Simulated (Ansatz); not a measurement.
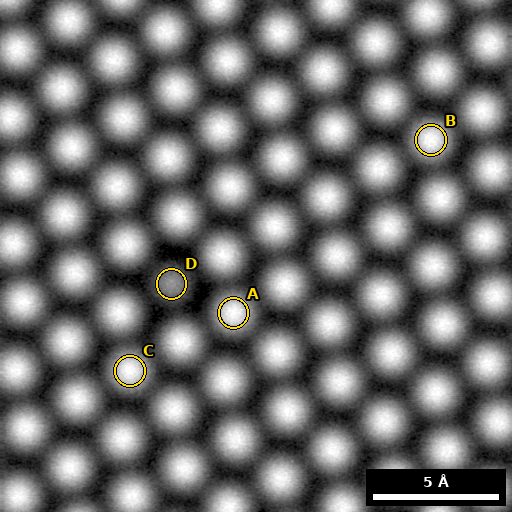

HAADF-like image of Re (P6_3/mmc, No. 194) along [100]. Simulation: incoherent imaging, intensity Z^1.7 per atom, probe width 1.30 Å, thin sample. The probe carries 25 % of its weight in a tail 2.5 times as wide. The display is stretched by a gamma of 0.65; percentages refer to the linear signal. Shot noise and a slight drift were added.

The sample is 2 repeats (5.5 Å) thick. One point defect was put into the perfect crystal, without relaxing the atoms around it. Brightness is counted from the darkest point of the image. Host structure: the geometry relaxed with DFT, PAW plane waves, pbe (Ansatz 0.2.0); the starting structure was generated, so it need not be a known form of this composition.

Q: Which ringed column holds the defect, and does it scatter more or less than its equals?

D; it scatters less. The column holds 2 atoms (Re) through the sample, and one Re atom is missing, so its peak drops to about 40 % of that of its equals.
